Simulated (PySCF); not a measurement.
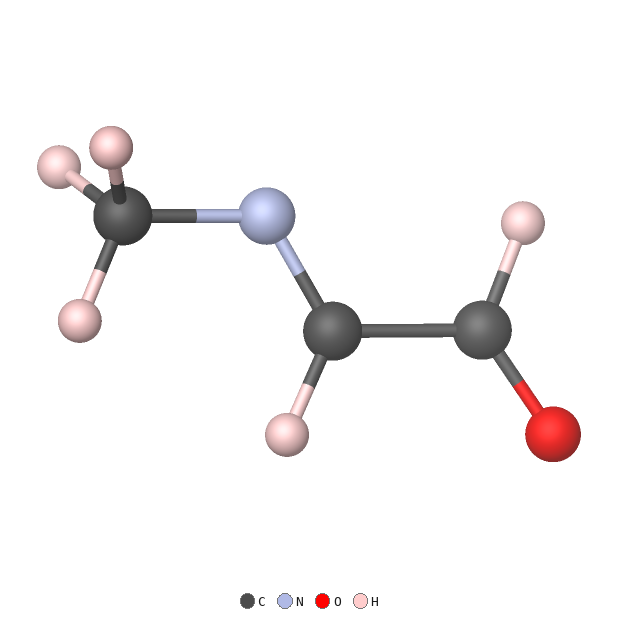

Computed geometry: PBE0-D3(BJ)/def2-SVP optimisation. No frequency run is at hand to confirm it as a minimum.

Identify the structure.

Formula C3H5NO. Its SMILES string is `C/N=C/C=O`. It has no ring. Among its groups: aldehyde, imine. Coordination: 1 C tetrahedral; 1 N bent; 2 C trigonal planar.

The parts below concern this one geometry. Atoms keep their numbers from picture to picture.

## Shape

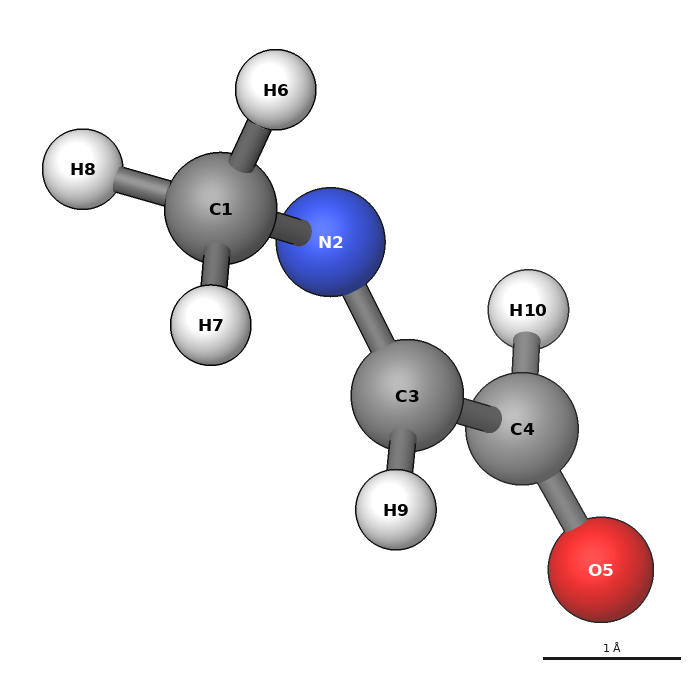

No frequency run is at hand to confirm it as a minimum.

List the bonds and their lengths.

| bond | length (Å) | order |
| --- | --- | --- |
| C1–N2 | 1.431 | single |
| C1–H6 | 1.102 | single |
| C1–H7 | 1.107 | single |
| C1–H8 | 1.102 | single |
| N2–C3 | 1.267 | double |
| C3–C4 | 1.486 | single |
| C3–H9 | 1.109 | single |
| C4–O5 | 1.203 | double |
| C4–H10 | 1.118 | single |

## Charges

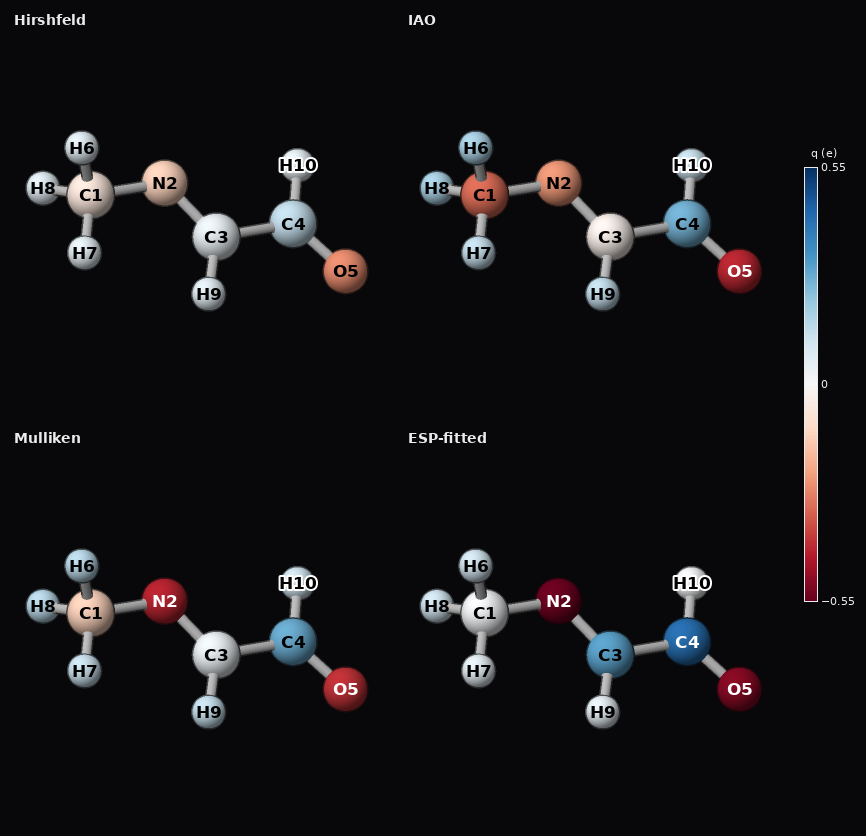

Atomic charges of one calculation by 4 schemes, on one colour scale. No frequency run is at hand to confirm it as a minimum. Level of theory: PBE0/pcSseg-1 in acetone (IEF-PCM) (PySCF 2.14.0).

On which atom do the schemes disagree most?

On N2 (from −0.54 to −0.13 e).

List the charges (e), one line for each set of equivalent atoms.

| atom | Hirshfeld | IAO | Mulliken | ESP-fitted |
| --- | --- | --- | --- | --- |
| C1 | −0.06 | −0.31 | −0.13 | 0.01 |
| N2 | −0.13 | −0.24 | −0.42 | −0.54 |
| C3 | 0.03 | −0.03 | 0.03 | 0.29 |
| C4 | 0.13 | 0.26 | 0.27 | 0.42 |
| O5 | −0.26 | −0.42 | −0.40 | −0.50 |
| H6, H8 | 0.06 | 0.17 | 0.15 | 0.10 |
| H7 | 0.05 | 0.13 | 0.12 | 0.05 |
| H9 | 0.06 | 0.13 | 0.13 | 0.05 |
| H10 | 0.05 | 0.12 | 0.11 | 0.01 |

## Levels of theory compared

No frequency run is at hand to confirm it as a minimum. Program: PySCF 2.14.0.

Tabulate dipole (D), HOMO–LUMO gap (eV), HOMO energy (eV) at these levels: BHandHLYP/aug-pcX-1 (pcseg-1 on H); PBE0/def2-SVPD; PBE0/def2-SVPD in acetone (IEF-PCM); PBE0/def2-SVPD in acetonitrile (IEF-PCM); PBE0/pcSseg-1 in acetone (IEF-PCM); PBE0/pcSseg-1 in acetonitrile (IEF-PCM).

| level | dipole (D) | HOMO–LUMO gap (eV) | HOMO energy (eV) |
| --- | --- | --- | --- |
| BHandHLYP/aug-pcX-1 (pcseg-1 on H) | 3.12 | 8.17 | −9.29 |
| PBE0/def2-SVPD | 3.12 | 5.40 | −7.70 |
| PBE0/def2-SVPD in acetone (IEF-PCM) | 3.90 | 5.47 | −7.73 |
| PBE0/def2-SVPD in acetonitrile (IEF-PCM) | 3.93 | 5.47 | −7.74 |
| PBE0/pcSseg-1 in acetone (IEF-PCM) | 3.80 | 5.51 | −7.64 |
| PBE0/pcSseg-1 in acetonitrile (IEF-PCM) | 3.82 | 5.51 | −7.65 |

## Excitation

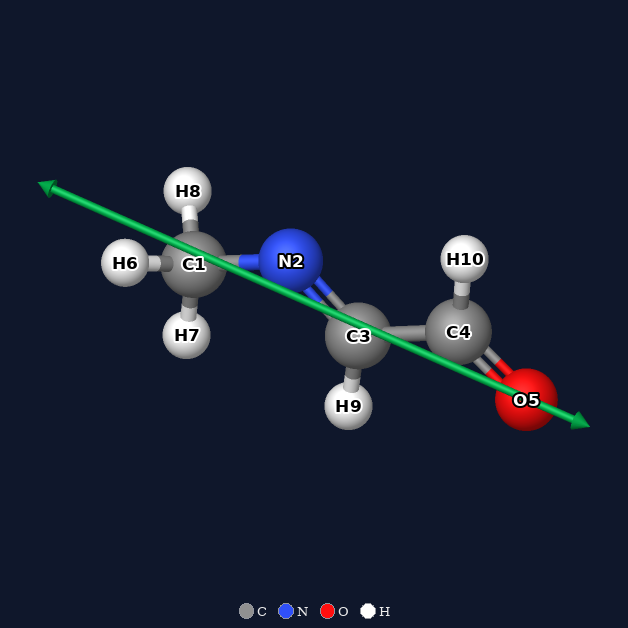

The double arrow shows the direction of the transition dipole to excited singlet state 3 (its length means nothing). No frequency run is at hand to confirm it as a minimum. Level of theory: TDDFT PBE0/def2-SVPD, vertical, gas phase, core orbitals frozen in the response (PySCF 2.14.0).

How is the transition polarised?

Close to the long direction C1···O5.

Give its energy, strength and character.

6.51 eV (190 nm), oscillator strength 0.47, mainly HOMO−2 → LUMO (weight 0.94); transition dipole 4.37 D.

## Quadrupole coupling

No frequency run is at hand to confirm it as a minimum. Electric field gradients from the ground-state density, PBE0/pcSseg-1 in acetone (IEF-PCM) (PySCF 2.14.0), non-relativistic apart from any core potentials.

Give the largest field-gradient component, the quadrupole coupling constant and the asymmetry for 14N at N2 (Q = 20.44 mb), 17O at O5 (Q = −25.6 mb).

| atom | V_zz (a.u.) | e²qQ/h (MHz) | η |
| --- | --- | --- | --- |
| N2 | −1.200 | −5.76 | 0.60 |
| O5 | −2.047 | 12.31 | 0.54 |

Mulliken values depend strongly on the basis set and can even reverse the polarity of a bond.
